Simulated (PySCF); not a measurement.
**SiAs+: bond curves at several levels of theory**

What are the lowest state that PBE0 finds, the bond length, vibrational wavenumber and bond energy of SiAs+, and how much do these hang on the method?

The runs use PySCF 2.14.0; Si pcseg-1, As pcseg-1, no relativity.

### Step 1. The job

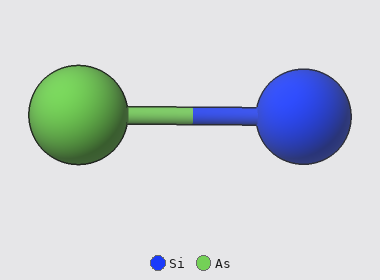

The two atoms at the starting distance (silicon blue, arsenic green).

A driver script around PySCF takes these settings:

```
atoms                         : Si, As
charge                        : 1
basis                         : Si pcseg-1, As pcseg-1
Hamiltonian                   : no relativity
basis functions               : 45
electrons treated             : 46
masses in u                   : 27.9769, 74.9216
levels                        : PBE0, PBE, r²SCAN, B97-3, r²SCANh, BLYP, LC-ωPBE, HF, MP2, SCS-MP2, CCSD, CCSD(T)
grid                          : 80 radial by 434 angular points
occupations                   : held fixed by the projection of orbital angular momentum
dissociation limit            : Si+ + As, each in its ground configuration
starting distance in angstrom : 2.390
values of 2S to try           : 0, 2, 4
```

Run with:

```console
$ OMP_NUM_THREADS=1 python dia.py task.json out
```

The job searches for the state first and then visits each distance with every level. Its results follow level by level.

### Step 2. State search with unrestricted PBE0

At the starting distance of 2.390 Å the search finds these solutions (others can lie among them):

```
2Ms+1    unpaired          term  E (eV)  ⟨S²⟩  ⟨Lz²⟩  μ (D)
    3        π ↑↑           ³Σ⁻    0.00  2.00   0.00  -3.76
    1        π ↑↓  not assigned    0.28  1.00   2.01  -3.63
    3    σ ↑, π ↑            ³Π    0.71  2.12   1.00  -4.00
    1    σ ↓, π ↑  not assigned    0.91  1.15   1.00  -4.08
    1        none  not assigned    1.06  0.00   2.00  -3.27
    5  σ ↑, π ↑↑↑            ⁵Π    1.63  6.00   1.00  -3.10
    3  σ ↑, π ↑↑↓  not assigned    2.22  3.01   3.02  -3.16
    3  σ ↓, π ↑↑↑  not assigned    2.33  3.03   1.00  -2.87
    3        π ↑↑  not assigned    2.95  2.01   2.01  -0.78
    5  σ ↑↑, π ↑↑           ⁵Σ⁻    4.84  6.00   0.00  -3.25
```

10 of 14 solutions are listed, lowest first.

A term symbol stands only where ⟨S²⟩ and ⟨Lz²⟩ are near those of a pure state. A positive dipole points from Si to As; in an ion it is taken about the centre of mass and does not tell which atom is negative.

Followed over a short scan are these candidates:

```
2Ms+1  unpaired  R at minimum (Å)  energy at minimum (eV)
    3      π ↑↑              2.34                    0.00
    1      π ↑↓              2.35                    0.28
    3  σ ↑, π ↑              2.19                    0.48
    1  σ ↓, π ↑              2.19                    0.66
    1      none              2.36                    1.07
```

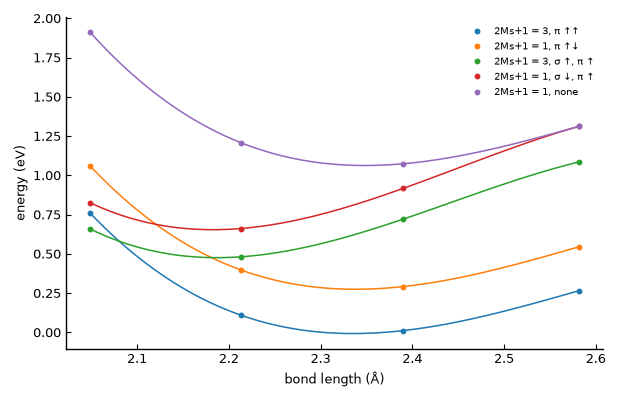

The followed solutions along the bond.

The search made 18 SCF attempts at the starting distance; with the short scans it took 13 s of wall time (1 thread of Arm Neoverse V2, shared host).

### Step 3. First curve: PBE0

State followed: ³Σ⁻ (triplet), unpaired electrons π ↑↑. The scan is laid around 2.344 Å.

Output of the SCF at 2.344 Å:

```text
******** <class 'pyscf.dft.uks_symm.SymAdaptedUKS'> ********
method = SymAdaptedUKS
initial guess = minao
damping factor = 0
level_shift factor = 0
DIIS = <class 'pyscf.scf.diis.CDIIS'>
diis_start_cycle = 1
diis_space = 10
diis_damp = 0
SCF conv_tol = 1e-09
SCF conv_tol_grad = None
SCF max_cycles = 60
direct_scf = False
max_memory 909 MB (current use 279 MB)
number electrons alpha = 24  beta = 22
XC library pyscf.dft.libxc version 7.0.0
    S. Lehtola, C. Steigemann, M. J.T. Oliveira, and M. A.L. Marques.,  SoftwareX 7, 1–5 (2018)
XC functionals = PBE0
    C. Adamo and V. Barone.,  J. Chem. Phys. 110, 6158 (1999)
    M. Ernzerhof and G. E. Scuseria.,  J. Chem. Phys. 110, 5029 (1999)
small_rho_cutoff = 0
Overwritten attributes  get_hcore get_k get_jk get_j get_occ  of <class 'pyscf.dft.uks_symm.SymAdaptedUKS'>
<class 'pyscf.dft.uks_symm.SymAdaptedUKS'> does not have attributes  refdm
Set gradient conv threshold to 3.16228e-05
init E= -2524.33578884412
cycle= 1 E= -2524.32207859696  delta_E= 0.0137  |g|= 0.00814  |ddm|= 0.0421
cycle= 2 E= -2524.32209790019  delta_E= -1.93e-05  |g|= 0.00732  |ddm|= 0.0377
cycle= 3 E= -2524.32214511943  delta_E= -4.72e-05  |g|= 0.00269  |ddm|= 0.0205
cycle= 4 E= -2524.32215233603  delta_E= -7.22e-06  |g|= 0.000172  |ddm|= 0.00532
cycle= 5 E= -2524.32215240103  delta_E= -6.5e-08  |g|= 0.000104  |ddm|= 0.000693
cycle= 6 E= -2524.32215241783  delta_E= -1.68e-08  |g|= 1.62e-05  |ddm|= 0.000347
cycle= 7 E= -2524.32215241861  delta_E= -7.84e-10  |g|= 2.73e-06  |ddm|= 0.000101
Extra cycle  E= -2524.32215241863  delta_E= -1.41e-11  |g|= 1.49e-06  |ddm|= 1.32e-05
converged SCF energy = -2524.32215241863  <S^2> = 2.0048225  2S+1 = 3.0032133
```

The curve and what changes along it:

```
 R (Å)  E (eV)  μ (D)  Mulliken charge of Si (e)  Mayer bond order  ⟨S²⟩  HOMO (eV)  LUMO (eV)
2.0158  0.9932  -2.21                       0.67              1.61  2.00     -13.25     -11.45
2.1096  0.4371  -2.58                       0.73              1.59  2.00     -13.23     -11.13
2.2034  0.1337  -2.97                       0.77              1.58  2.00     -13.19     -10.84
2.2737  0.0278  -3.27                       0.79              1.56  2.00     -13.14     -10.64
2.3440  0.0000  -3.57                       0.81              1.56  2.00     -13.09     -10.46
2.4143  0.0320  -3.86                       0.83              1.55  2.01     -13.02     -10.30
2.5081  0.1430  -4.25                       0.84              1.54  2.01     -12.92     -10.11
2.6253  0.3553  -4.72                       0.84              1.52  2.01     -12.77      -9.92
2.7659  0.6699  -5.26                       0.84              1.49  2.01     -12.58      -9.75
2.9534  1.1203  -5.95                       0.82              1.40  2.04     -12.33      -9.65
```

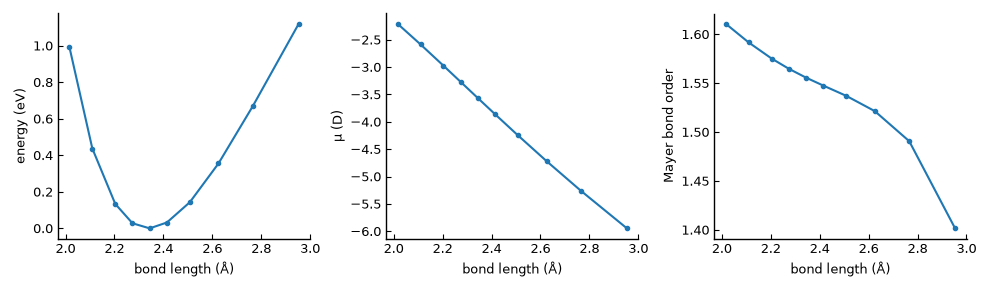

PBE0 along the bond.

The fit gives Re = 2.338 Å, ωe = 405 cm⁻¹, ωexe = 1.28 cm⁻¹, αe = 0.000681 cm⁻¹, Be = 0.1513 cm⁻¹, De = 2.90 eV, μ = -3.54 D.

Orbitals nearest the gap at 2.344 Å:

```
spin  orbital  ε (eV)  filled                          made of
   α        σ  -24.02     yes             As s 78 %, Si s 14 %
   β        σ  -22.34     yes             As s 71 %, Si s 19 %
   α        σ  -18.58     yes  Si s 68 %, As s 21 %, As p 10 %
   β        σ  -17.78     yes  Si s 64 %, As s 25 %, As p 10 %
   α        π  -13.80     yes             As p 76 %, Si p 22 %
   α        π  -13.80     yes             As p 76 %, Si p 22 %
   α        σ  -13.45     yes  As p 48 %, Si p 34 %, Si s 15 %
   β        σ  -13.09     yes  As p 46 %, Si p 39 %, Si s 11 %
   β        π  -10.46      no             As p 53 %, Si p 45 %
   β        π  -10.46      no             As p 53 %, Si p 45 %
   α        π   -9.13      no             Si p 75 %, As p 24 %
   α        π   -9.13      no             Si p 75 %, As p 24 %
```

Polarisability there: 78.7 bohr³ along the bond, 35.4 across it. Without diffuse functions these come out too small, above all across the bond.

### Step 4. Orbitals, density and potential

Orbitals, density, ELF and potential are computed afterwards from the orbital file.

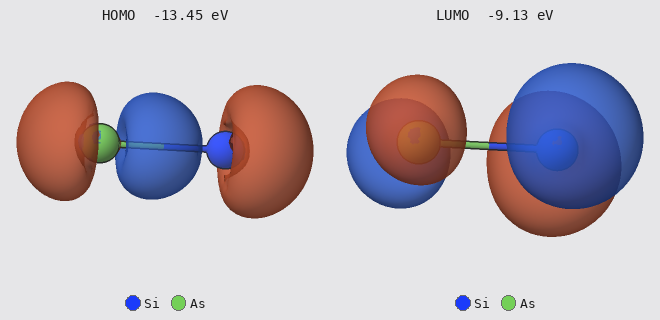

PBE0 orbitals (alpha spin) near the gap, drawn at the value that encloses 70 % of each; the two colours are the two signs.

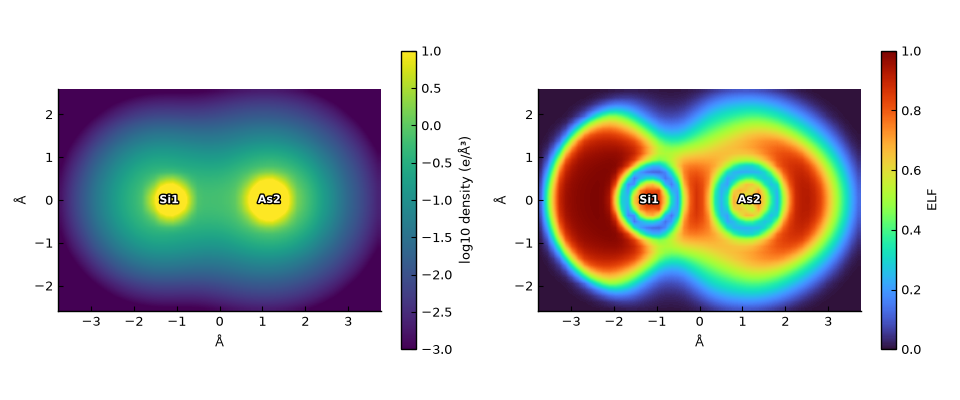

Density (left) and ELF (right) in a plane through or near 2 of the atoms.

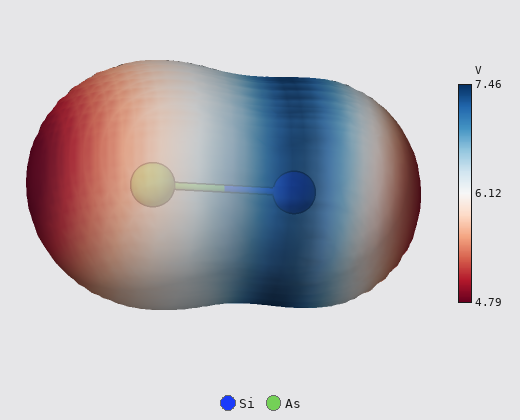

Electrostatic potential on the surface of density 0.002 e/bohr³; red is low, blue high. It runs, from the 1st to the 99th percentile, from 4.79 V near As2 to 7.46 V near Si1.

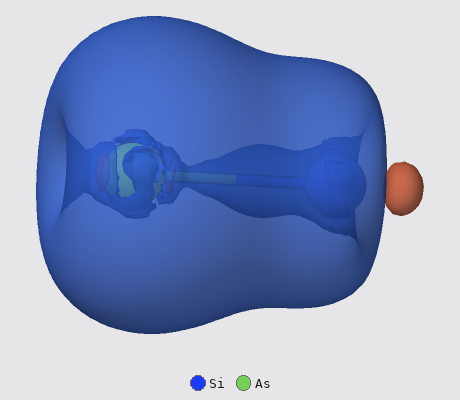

Spin density at ±0.02 e/Å³ (alpha excess blue, beta excess red).

### Step 5. Higher solutions at PBE0

State 2: Ms = 0 determinant of mixed spin (⟨S²⟩ = 1.00), unpaired electrons π ↑↓, an excited solution.

The SCF at the reference distance, 2.344 Å, printed:

```text
******** <class 'pyscf.dft.uks_symm.SymAdaptedUKS'> ********
method = SymAdaptedUKS
initial guess = minao
damping factor = 0
level_shift factor = 0
DIIS = <class 'pyscf.scf.diis.CDIIS'>
diis_start_cycle = 1
diis_space = 10
diis_damp = 0
SCF conv_tol = 1e-09
SCF conv_tol_grad = None
SCF max_cycles = 60
direct_scf = False
max_memory 909 MB (current use 358 MB)
number electrons alpha = 23  beta = 23
XC library pyscf.dft.libxc version 7.0.0
    S. Lehtola, C. Steigemann, M. J.T. Oliveira, and M. A.L. Marques.,  SoftwareX 7, 1–5 (2018)
XC functionals = PBE0
    C. Adamo and V. Barone.,  J. Chem. Phys. 110, 6158 (1999)
    M. Ernzerhof and G. E. Scuseria.,  J. Chem. Phys. 110, 5029 (1999)
small_rho_cutoff = 0
Set gradient conv threshold to 3.16228e-05
init E= -2524.32541044898
cycle= 1 E= -2524.31172604365  delta_E= 0.0137  |g|= 0.00808  |ddm|= 0.0416
cycle= 2 E= -2524.31173869037  delta_E= -1.26e-05  |g|= 0.00763  |ddm|= 0.0376
cycle= 3 E= -2524.31178970388  delta_E= -5.1e-05  |g|= 0.00289  |ddm|= 0.0212
cycle= 4 E= -2524.31179812656  delta_E= -8.42e-06  |g|= 0.000172  |ddm|= 0.00563
cycle= 5 E= -2524.31179817149  delta_E= -4.49e-08  |g|= 7.98e-05  |ddm|= 0.000545
cycle= 6 E= -2524.31179817928  delta_E= -7.8e-09  |g|= 1.21e-05  |ddm|= 0.000212
cycle= 7 E= -2524.31179817949  delta_E= -2.03e-10  |g|= 1.48e-06  |ddm|= 4.35e-05
Extra cycle  E= -2524.31179817949  delta_E=    0  |g|= 1.8e-06  |ddm|= 7.05e-06
converged SCF energy = -2524.31179817949  <S^2> = 1.0049035  2S+1 = 2.2404495
```

Re = 2.341 Å, ωe = 406 cm⁻¹; the determinant mixes terms (⟨S²⟩ = 1.00, ⟨Lz²⟩ = 2.01), so these belong to no real state. Its minimum lies 0.28 eV above that of the lowest state.

State 3: ³Π (triplet), unpaired electrons σ ↑, π ↑, an excited solution.

Log of the SCF at 2.344 Å:

```text
******** <class 'pyscf.dft.uks_symm.SymAdaptedUKS'> ********
method = SymAdaptedUKS
initial guess = minao
damping factor = 0
level_shift factor = 0
DIIS = <class 'pyscf.scf.diis.CDIIS'>
diis_start_cycle = 1
diis_space = 10
diis_damp = 0
SCF conv_tol = 1e-09
SCF conv_tol_grad = None
SCF max_cycles = 60
direct_scf = False
max_memory 909 MB (current use 358 MB)
number electrons alpha = 24  beta = 22
XC library pyscf.dft.libxc version 7.0.0
    S. Lehtola, C. Steigemann, M. J.T. Oliveira, and M. A.L. Marques.,  SoftwareX 7, 1–5 (2018)
XC functionals = PBE0
    C. Adamo and V. Barone.,  J. Chem. Phys. 110, 6158 (1999)
    M. Ernzerhof and G. E. Scuseria.,  J. Chem. Phys. 110, 5029 (1999)
small_rho_cutoff = 0
Set gradient conv threshold to 3.16228e-05
init E= -2524.31810694407
cycle= 1 E= -2524.29843917287  delta_E= 0.0197  |g|= 0.00742  |ddm|= 0.0414
cycle= 2 E= -2524.29850109305  delta_E= -6.19e-05  |g|= 0.00548  |ddm|= 0.0269
cycle= 3 E= -2524.29853693817  delta_E= -3.58e-05  |g|= 0.0017  |ddm|= 0.0113
cycle= 4 E= -2524.29854633219  delta_E= -9.39e-06  |g|= 0.00164  |ddm|= 0.00629
cycle= 5 E= -2524.29856440131  delta_E= -1.81e-05  |g|= 0.00103  |ddm|= 0.0104
cycle= 6 E= -2524.29859570786  delta_E= -3.13e-05  |g|= 0.00057  |ddm|= 0.0278
cycle= 7 E= -2524.29860696742  delta_E= -1.13e-05  |g|= 0.000202  |ddm|= 0.0232
cycle= 8 E= -2524.29860793999  delta_E= -9.73e-07  |g|= 4.21e-05  |ddm|= 0.00827
cycle= 9 E= -2524.2986079537  delta_E= -1.37e-08  |g|= 1.57e-05  |ddm|= 0.000662
cycle= 10 E= -2524.29860795445  delta_E= -7.44e-10  |g|= 4.09e-06  |ddm|= 0.000143
Extra cycle  E= -2524.29860795436  delta_E= 8.91e-11  |g|= 1.07e-05  |ddm|= 2.63e-05
converged SCF energy = -2524.29860795436  <S^2> = 2.0582011  2S+1 = 3.038553
```

No constants are quoted: the points don't follow one smooth fit.

State 4: Ms = 0 determinant of mixed spin (⟨S²⟩ = 1.02), unpaired electrons σ ↓, π ↑, an excited solution.

Output of the SCF at 2.344 Å:

```text
******** <class 'pyscf.dft.uks_symm.SymAdaptedUKS'> ********
method = SymAdaptedUKS
initial guess = minao
damping factor = 0
level_shift factor = 0
DIIS = <class 'pyscf.scf.diis.CDIIS'>
diis_start_cycle = 1
diis_space = 10
diis_damp = 0
SCF conv_tol = 1e-09
SCF conv_tol_grad = None
SCF max_cycles = 60
direct_scf = False
max_memory 909 MB (current use 358 MB)
number electrons alpha = 23  beta = 23
XC library pyscf.dft.libxc version 7.0.0
    S. Lehtola, C. Steigemann, M. J.T. Oliveira, and M. A.L. Marques.,  SoftwareX 7, 1–5 (2018)
XC functionals = PBE0
    C. Adamo and V. Barone.,  J. Chem. Phys. 110, 6158 (1999)
    M. Ernzerhof and G. E. Scuseria.,  J. Chem. Phys. 110, 5029 (1999)
small_rho_cutoff = 0
Set gradient conv threshold to 3.16228e-05
init E= -2524.31166958872
cycle= 1 E= -2524.29142076535  delta_E= 0.0202  |g|= 0.00799  |ddm|= 0.0424
cycle= 2 E= -2524.29145521833  delta_E= -3.45e-05  |g|= 0.00773  |ddm|= 0.0299
cycle= 3 E= -2524.29149667013  delta_E= -4.15e-05  |g|= 0.00515  |ddm|= 0.0201
cycle= 4 E= -2524.29152724648  delta_E= -3.06e-05  |g|= 0.00112  |ddm|= 0.00918
cycle= 5 E= -2524.29154294909  delta_E= -1.57e-05  |g|= 0.000893  |ddm|= 0.0107
cycle= 6 E= -2524.29156366185  delta_E= -2.07e-05  |g|= 0.000556  |ddm|= 0.0203
cycle= 7 E= -2524.2915738229  delta_E= -1.02e-05  |g|= 0.000209  |ddm|= 0.0201
cycle= 8 E= -2524.2915751895  delta_E= -1.37e-06  |g|= 5.32e-05  |ddm|= 0.00895
cycle= 9 E= -2524.2915752343  delta_E= -4.48e-08  |g|= 1.66e-05  |ddm|= 0.00177
cycle= 10 E= -2524.29157523503  delta_E= -7.23e-10  |g|= 3.39e-06  |ddm|= 0.000121
Extra cycle  E= -2524.29157523507  delta_E= -3.77e-11  |g|= 5.1e-06  |ddm|= 2.04e-05
converged SCF energy = -2524.29157523507  <S^2> = 1.0855538  2S+1 = 2.3113232
```

Re = 2.178 Å, ωe = 482 cm⁻¹; the determinant mixes terms (⟨S²⟩ = 1.02, ⟨Lz²⟩ = 1.00), so these belong to no real state. Its minimum lies 0.66 eV above that of the lowest state.

Energy (eV) from the lowest point of the lowest state:

```
R (Å)  lowest  state 2  state 3  state 4
2.016   0.993    1.297    0.779    0.944
2.110   0.437    0.732    0.529    0.700
2.203   0.134    0.422    0.481    0.661
2.274   0.028    0.313    0.536    0.721
2.344   0.000    0.282    0.641    0.832
2.414   0.032    0.312    0.771    0.970
2.508   0.143    0.422    0.953    1.165
2.625   0.355    0.636    1.165    1.402
2.766   0.670    0.957    1.387    1.657
2.953   1.120    1.430    1.628    1.943
```

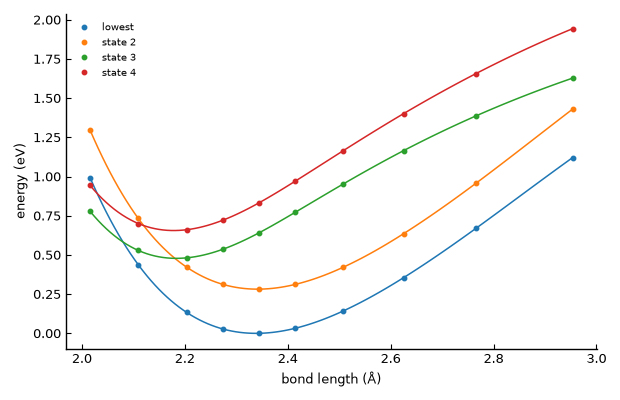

PBE0 curves of the followed states.

### Step 6. PBE (GGA)

Output of the SCF at 2.344 Å:

```text
******** <class 'pyscf.dft.uks_symm.SymAdaptedUKS'> ********
method = SymAdaptedUKS
initial guess = minao
damping factor = 0
level_shift factor = 0
DIIS = <class 'pyscf.scf.diis.CDIIS'>
diis_start_cycle = 1
diis_space = 10
diis_damp = 0
SCF conv_tol = 1e-09
SCF conv_tol_grad = None
SCF max_cycles = 60
direct_scf = False
max_memory 909 MB (current use 358 MB)
number electrons alpha = 24  beta = 22
XC library pyscf.dft.libxc version 7.0.0
    S. Lehtola, C. Steigemann, M. J.T. Oliveira, and M. A.L. Marques.,  SoftwareX 7, 1–5 (2018)
XC functionals = PBE
    J. P. Perdew, K. Burke, and M. Ernzerhof.,  Phys. Rev. Lett. 77, 3865 (1996)
    J. P. Perdew, K. Burke, and M. Ernzerhof.,  Phys. Rev. Lett. 78, 1396 (1997)
    J. P. Perdew, K. Burke, and M. Ernzerhof.,  Phys. Rev. Lett. 77, 3865 (1996)
    J. P. Perdew, K. Burke, and M. Ernzerhof.,  Phys. Rev. Lett. 78, 1396 (1997)
small_rho_cutoff = 0
Set gradient conv threshold to 3.16228e-05
init E= -2524.25174141388
cycle= 1 E= -2524.25216880747  delta_E= -0.000427  |g|= 0.0345  |ddm|= 0.136
cycle= 2 E= -2524.24448624617  delta_E= 0.00768  |g|= 0.0884  |ddm|= 0.237
cycle= 3 E= -2524.25325013373  delta_E= -0.00876  |g|= 0.00567  |ddm|= 0.188
cycle= 4 E= -2524.25328948661  delta_E= -3.94e-05  |g|= 0.000305  |ddm|= 0.0132
cycle= 5 E= -2524.25328958719  delta_E= -1.01e-07  |g|= 0.00011  |ddm|= 0.00125
cycle= 6 E= -2524.25328959871  delta_E= -1.15e-08  |g|= 3.32e-05  |ddm|= 0.000244
cycle= 7 E= -2524.25328960003  delta_E= -1.32e-09  |g|= 2.36e-06  |ddm|= 7.69e-05
cycle= 8 E= -2524.25328960004  delta_E= -7.28e-12  |g|= 8.19e-07  |ddm|= 9.36e-06
Extra cycle  E= -2524.25328960004  delta_E= -9.09e-13  |g|= 2.21e-06  |ddm|= 6.1e-06
converged SCF energy = -2524.25328960004  <S^2> = 2.0037  2S+1 = 3.0024657
```

Re = 2.375 Å, ωe = 379 cm⁻¹, ωexe = 1.25 cm⁻¹, αe = 0.000695 cm⁻¹, Be = 0.1467 cm⁻¹, De = 3.21 eV, μ = -3.36 D. 6.8 s of CPU time for 12 points, integrals apart.

### Step 7. r²SCAN (meta-GGA)

Output of the SCF at 2.344 Å:

```text
******** <class 'pyscf.dft.uks_symm.SymAdaptedUKS'> ********
method = SymAdaptedUKS
initial guess = minao
damping factor = 0
level_shift factor = 0
DIIS = <class 'pyscf.scf.diis.CDIIS'>
diis_start_cycle = 1
diis_space = 10
diis_damp = 0
SCF conv_tol = 1e-09
SCF conv_tol_grad = None
SCF max_cycles = 60
direct_scf = False
max_memory 909 MB (current use 359 MB)
number electrons alpha = 24  beta = 22
XC library pyscf.dft.libxc version 7.0.0
    S. Lehtola, C. Steigemann, M. J.T. Oliveira, and M. A.L. Marques.,  SoftwareX 7, 1–5 (2018)
XC functionals = R2SCAN
    J. W. Furness, A. D. Kaplan, J. Ning, J. P. Perdew, and J. Sun.,  J. Phys. Chem. Lett. 11, 8208-8215 (2020)
    J. W. Furness, A. D. Kaplan, J. Ning, J. P. Perdew, and J. Sun.,  J. Phys. Chem. Lett. 11, 9248-9248 (2020)
    J. W. Furness, A. D. Kaplan, J. Ning, J. P. Perdew, and J. Sun.,  J. Phys. Chem. Lett. 11, 8208-8215 (2020)
    J. W. Furness, A. D. Kaplan, J. Ning, J. P. Perdew, and J. Sun.,  J. Phys. Chem. Lett. 11, 9248-9248 (2020)
small_rho_cutoff = 0
Set gradient conv threshold to 3.16228e-05
init E= -2524.67111276816
cycle= 1 E= -2524.67183567926  delta_E= -0.000723  |g|= 0.00636  |ddm|= 0.0842
cycle= 2 E= -2524.67185017303  delta_E= -1.45e-05  |g|= 0.00307  |ddm|= 0.0163
cycle= 3 E= -2524.67185389131  delta_E= -3.72e-06  |g|= 0.00134  |ddm|= 0.00752
cycle= 4 E= -2524.67185522811  delta_E= -1.34e-06  |g|= 0.000719  |ddm|= 0.00407
cycle= 5 E= -2524.67185586526  delta_E= -6.37e-07  |g|= 0.000112  |ddm|= 0.00159
cycle= 6 E= -2524.67185588259  delta_E= -1.73e-08  |g|= 1.69e-05  |ddm|= 0.00039
cycle= 7 E= -2524.67185588331  delta_E= -7.25e-10  |g|= 5.25e-06  |ddm|= 0.000114
Extra cycle  E= -2524.6718558833  delta_E= 1.23e-11  |g|= 8.28e-06  |ddm|= 3.5e-05
converged SCF energy = -2524.6718558833  <S^2> = 2.0074049  2S+1 = 3.0049325
```

Re = 2.347 Å, ωe = 396 cm⁻¹, ωexe = 1.28 cm⁻¹, αe = 0.000702 cm⁻¹, Be = 0.1502 cm⁻¹, De = 2.99 eV, μ = -3.49 D. 9.4 s of CPU time for 12 points, integrals apart.

### Step 8. B97-3 (global hybrid GGA)

The SCF at the reference distance, 2.344 Å, printed:

```text
******** <class 'pyscf.dft.uks_symm.SymAdaptedUKS'> ********
method = SymAdaptedUKS
initial guess = minao
damping factor = 0
level_shift factor = 0
DIIS = <class 'pyscf.scf.diis.CDIIS'>
diis_start_cycle = 1
diis_space = 10
diis_damp = 0
SCF conv_tol = 1e-09
SCF conv_tol_grad = None
SCF max_cycles = 60
direct_scf = False
max_memory 909 MB (current use 359 MB)
number electrons alpha = 24  beta = 22
XC library pyscf.dft.libxc version 7.0.0
    S. Lehtola, C. Steigemann, M. J.T. Oliveira, and M. A.L. Marques.,  SoftwareX 7, 1–5 (2018)
XC functionals = HYB_GGA_XC_B97_3
    T. W. Keal and D. J. Tozer.,  J. Chem. Phys. 123, 121103 (2005)
small_rho_cutoff = 0
Set gradient conv threshold to 3.16228e-05
init E= -2524.48971730302
cycle= 1 E= -2524.4900458996  delta_E= -0.000329  |g|= 0.00389  |ddm|= 0.0967
cycle= 2 E= -2524.4900354892  delta_E= 1.04e-05  |g|= 0.00531  |ddm|= 0.0194
cycle= 3 E= -2524.49006379614  delta_E= -2.83e-05  |g|= 0.000551  |ddm|= 0.012
cycle= 4 E= -2524.49006415245  delta_E= -3.56e-07  |g|= 0.000225  |ddm|= 0.00167
cycle= 5 E= -2524.49006421135  delta_E= -5.89e-08  |g|= 3.02e-05  |ddm|= 0.000559
cycle= 6 E= -2524.49006421392  delta_E= -2.57e-09  |g|= 1.23e-05  |ddm|= 0.000175
cycle= 7 E= -2524.49006421418  delta_E= -2.63e-10  |g|= 1.17e-06  |ddm|= 5.61e-05
Extra cycle  E= -2524.49006421419  delta_E= -1.36e-12  |g|= 9.64e-07  |ddm|= 5.85e-06
converged SCF energy = -2524.49006421419  <S^2> = 2.0036638  2S+1 = 3.0024416
```

Re = 2.351 Å, ωe = 397 cm⁻¹, ωexe = 1.28 cm⁻¹, αe = 0.000681 cm⁻¹, Be = 0.1497 cm⁻¹, De = 2.89 eV, μ = -3.67 D.

[end of part 1 of 2]
